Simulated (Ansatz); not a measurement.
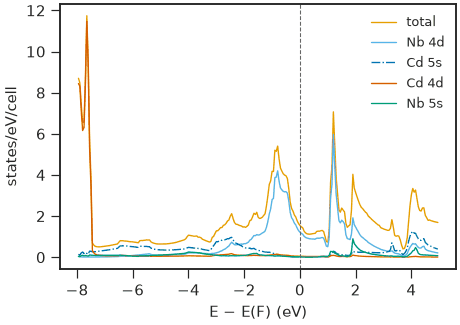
*Total and projected density of states of NbCd₃ (Cu3Au type, Pm-3m), the program Ansatz at the LDA level (PAW)*

### Question
Which orbitals carry the states next to the Fermi level?

### Answer
Within 0.5 eV of the Fermi level: Nb 4d 80 %, outside the projected shells 15 %. Projections are on Löwdin-orthogonalised atomic valence shells; empty p or d shells of many metals are not among them.

### Question
Where is the tallest occupied peak in this window, and what makes it?

### Answer
Near -7.6 eV, about 12 states/eV per cell; the largest projected share is Cd 4d.

The workflow started from an entry of the Crystallography Open Database (COD). Whether it is the stable phase at ambient conditions was not checked. The cell was relaxed with LDA under the symmetry of its start; of distortions, only those at the zone centre were tested. The run is not spin-polarised. Scalar-relativistic: spin–orbit coupling is off unless named, which matters more the heavier the elements.

Potentials: the later of the program's two PAW sets.
